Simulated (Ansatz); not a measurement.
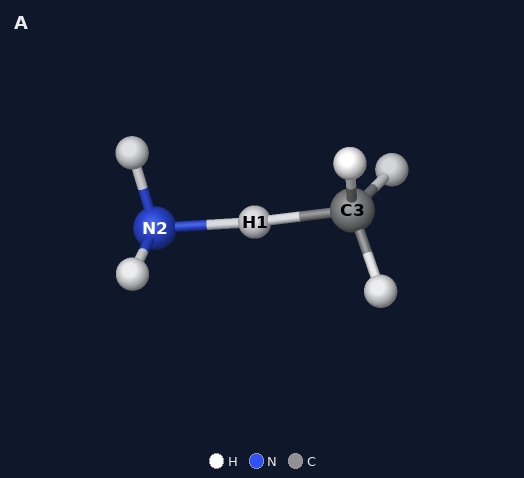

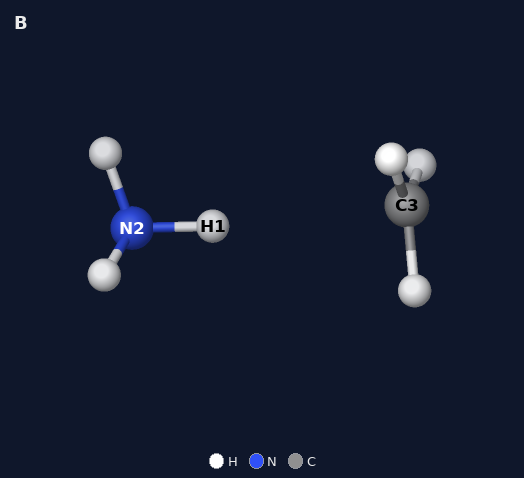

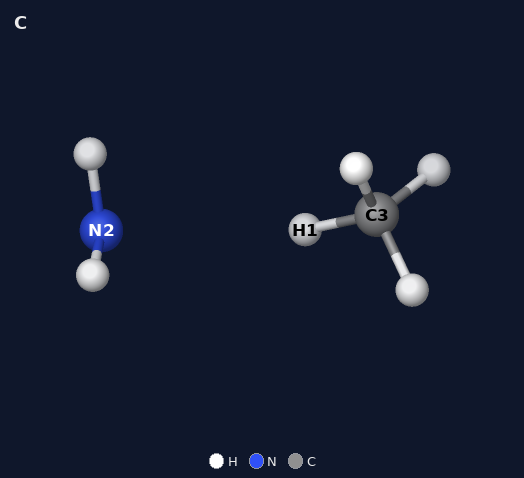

Three stationary points along one reaction path, in mixed order. Sticks follow a distance rule, so a partial bond may show as a full stick or not at all. Charge 0, doublet. Geometries: PBE0-D4/def2-TZVP; all other levels are single points on them, and energies count from the start as drawn. Program: Ansatz 0.2.0. In CBS estimates cores are frozen, and CCSD(T) − MP2 is taken in the smaller basis.

> Which panel shows the transition state?

A.

> Which bonds form and which break from B to C?

Formed: H1–C3; broken: H1–N2. At the saddle point H1···C3 is 1.31 Å, H1···N2 is 1.27 Å.

Give the electronic barrier and the reaction energy from B to C in eV (no zero-point energy) with CCSD(T)/CBS (MP2 limit from def2-TZVPP and def2-QZVPP plus CCSD(T) − MP2); PBE0-D4/def2-TZVPP.

| level | barrier | reaction energy |
| --- | --- | --- |
| CCSD(T)/CBS (MP2 limit from def2-TZVPP and def2-QZVPP plus CCSD(T) − MP2) | 0.774 | +0.145 |
| PBE0-D4/def2-TZVPP | 0.561 | +0.115 |
